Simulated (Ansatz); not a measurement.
Input file:

```
crystal:
  periodic: [false, false, false]
  atoms:
    - {symbol: C, position_ang: [-1.750213, -1.907433, 1.741125]}
    - {symbol: C, position_ang: [-0.964952, -0.890566, 0.987306]}
    - {symbol: C, position_ang: [-1.517279, -0.218453, -0.104012]}
    - {symbol: C, position_ang: [-0.781411, 0.757577, -0.753396]}
    - {symbol: C, position_ang: [-1.397550, 1.524817, -1.930329]}
    - {symbol: F, position_ang: [-1.442781, 2.825323, -1.656674]}
    - {symbol: F, position_ang: [-0.656427, 1.351667, -3.022748]}
    - {symbol: F, position_ang: [-2.637291, 1.115860, -2.204138]}
    - {symbol: O, position_ang: [0.389007, 1.111882, -0.473368]}
    - {symbol: Ti, position_ang: [1.747951, 0.461685, 0.911567]}
    - {symbol: C, position_ang: [2.907940, 0.045362, -0.733958]}
    - {symbol: F, position_ang: [2.748861, -0.503119, 2.004302]}
    - {symbol: F, position_ang: [2.011561, 2.100360, 1.479274]}
    - {symbol: O, position_ang: [0.216715, -0.678670, 1.406124]}
    - {symbol: H, position_ang: [-2.741743, -2.059137, 1.319377]}
    - {symbol: H, position_ang: [-1.838768, -1.586132, 2.782000]}
    - {symbol: H, position_ang: [-1.200342, -2.851448, 1.746461]}
    - {symbol: H, position_ang: [-2.522947, -0.440501, -0.422977]}
    - {symbol: H, position_ang: [2.794240, 0.812406, -1.499932]}
    - {symbol: H, position_ang: [2.565366, -0.920485, -1.122429]}
    - {symbol: H, position_ang: [3.945764, -0.040390, -0.406476]}
basis:
  gaussian: {orbitals: def2-TZVPP}
hamiltonian: {xc: pbe0, dispersion: d4}
output: {orbitals: {seedname: orbitals}}
```

Launched as:

```sh
ansatz run in.yaml --threads 11 --pin off --events-out ev --progress --plain --max-ram 166912MiB --backend cuda --devices 0, --max-vram 75GiB
```

Geometry: PBE0-D4/def2-TZVP.

The calculation used RKS PBE0-D4/def2-TZVPP (Ansatz 0.2.0).

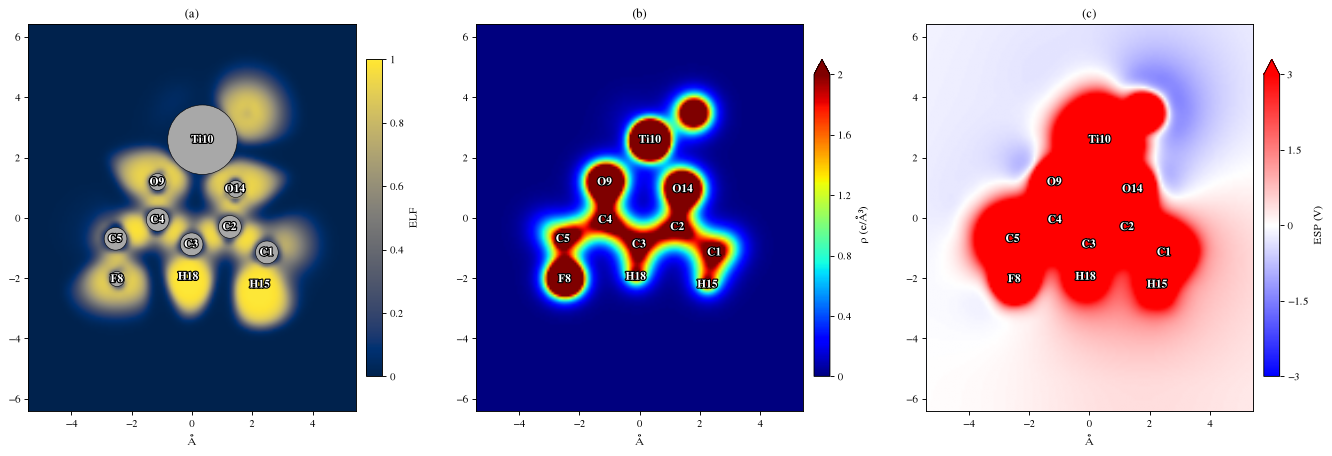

C₆H₇F₅O₂Ti (SMILES CC1=CC(C(F)(F)F)=[O+][Ti-]([CH3])([F])([F])[O]1). (a) electron localisation function; (b) total electron density; (c) molecular electrostatic potential on the plane of atoms C3, C4 and O9. Grey discs cover the atomic cores in the ELF map.

Q: What does the map show?

A: The plane passes through C, F, O, Ti and H nuclei.
C–O (1.25 Å): the density is about 3 e/Å³ at the midpoint; the ELF peaks at about 0.85 between the atoms: a short, strongly polar bond.
C–F (1.33 Å): ρ is about 2.4 e/Å³ halfway, with its minimum of 1.9 e/Å³ about 0.5 Å from C; the ELF peaks at about 0.85 between the atoms, as expected for a polar covalent bond.
C–C (1.38 Å): the density is about 2.2 e/Å³ at the midpoint; the ELF peaks at about 0.95 between the atoms; a covalent bond.
Ti–O (1.97 Å): the density is about 0.64 e/Å³ at the midpoint; the ELF peaks at about 0.90 in the valence shell of O, 0.6 Å from its nucleus, and is about 0.20 at the midpoint.
C–H (1.08 Å): ρ is about 2.1 e/Å³ halfway; the ELF climbs to about 1 towards the hydrogen, as it does in any bond to H (a covalent bond by its length).
The ELF also peaks beside F8, away from the bonds: lone-pair regions.
Outside the dense part of the molecule the potential is most negative (−1.4 V) near F12, which lies off the plane.
